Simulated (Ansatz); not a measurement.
```yaml
atoms:
  - { symbol: Ge, position_ang: [-0.9682, -2.0029, -1.4818] }
  - { symbol: Si, position_ang: [-2.3366, -0.0106, -2.0203] }
  - { symbol: Sn, position_ang: [-1.2748, -0.5488, 0.6360] }
  - { symbol: H, position_ang: [-1.7670, 0.8961, -3.0618] }
  - { symbol: H, position_ang: [-3.6776, -0.5290, -2.4248] }
  - { symbol: H, position_ang: [-2.6540, 0.9671, -0.8723] }
  - { symbol: H, position_ang: [0.1523, -0.8585, -0.7729] }
```

Geometry: PBE0-D3(BJ)/def2-SVP; core potentials replace the inner electrons of Sn.

The calculation used isolated molecule in a Gaussian basis; Kohn-Sham density functional theory, functional PBE0 in Ansatz.

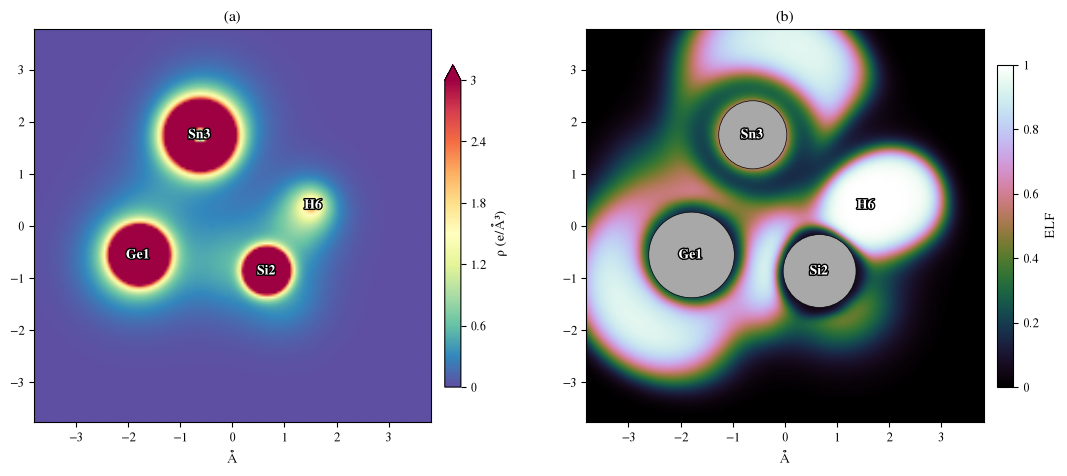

GeH$_{4}$SiSn. (a) electron density; (b) electron localisation function on the plane of atoms Ge1, Sn3 and Si2. Grey discs cover the atomic cores in the ELF map.

Interpret the plot.

Answer.
- The section cuts through Ge, Si, Sn and H sites.
- Si–Ge (2.48 Å): ρ at the midpoint is about 0.48 e/Å³; the ELF peaks at about 0.90 between the atoms; a shared electron pair.
- Sn–Ge (2.59 Å): ρ is about 0.42 e/Å³ halfway; the ELF reaches about 0.50 near the midpoint.
- Si–Sn (2.91 Å): the density is about 0.24 e/Å³ at the midpoint; the ELF peaks at about 0.65 in the valence shell of Si, 1.1 Å from its nucleus, and is about 0.45 at the midpoint.
